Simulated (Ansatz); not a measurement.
Input

```
crystal:
  periodic: [false, false, false]
  atoms:
    - symbol: F
      position_ang: [0.360169, 1.792660, 2.803106]
    - symbol: F
      position_ang: [1.779581, -0.678265, 0.028122]
    - symbol: F
      position_ang: [0.495468, 1.278974, -1.130608]
    - symbol: Si
      position_ang: [0.310012, -0.082672, -0.281221]
    - symbol: Sn
      position_ang: [-0.821017, 0.499472, 1.954676]
    - symbol: H
      position_ang: [-0.907888, -0.809094, 3.054692]
    - symbol: H
      position_ang: [-2.318933, 1.310962, 1.788037]
    - symbol: H
      position_ang: [-0.409872, -1.061683, -1.137394]
basis:
  gaussian: {orbitals: def2-TZVPD}
hamiltonian: {xc: pbe0}
output: {forces: true, orbitals: {seedname: orbitals}}
```

Run with:

```sh
ansatz run input.yaml --threads 2 --pin off --max-ram 4350MiB --events-out events.jsonl --progress --plain --runs-dir runs
```

Geometry: PBE0-D3(BJ)/def2-SVP; core potentials replace the inner electrons of Sn.

These are results of isolated molecule in a Gaussian basis; Kohn-Sham density functional theory, functional PBE0 in Ansatz, not measurements.

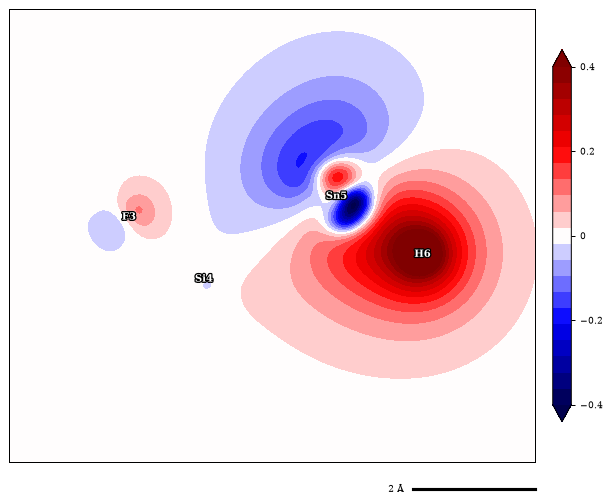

F₃H₃SiSn (SMILES [F][SnH2][SiH](F)F). The HOMO−1 on the plane of atoms Si4, Sn5 and H6 (values in Å⁻³ᐟ²; the overall sign is arbitrary).

Q: What is the character of this orbital?

A: By Hirshfeld shares it lies mainly on Sn5 (about 30 %), F1 (about 20 %), H6 (about 20 %) and H7 (about 20 %). Its energy is −9.59 eV.
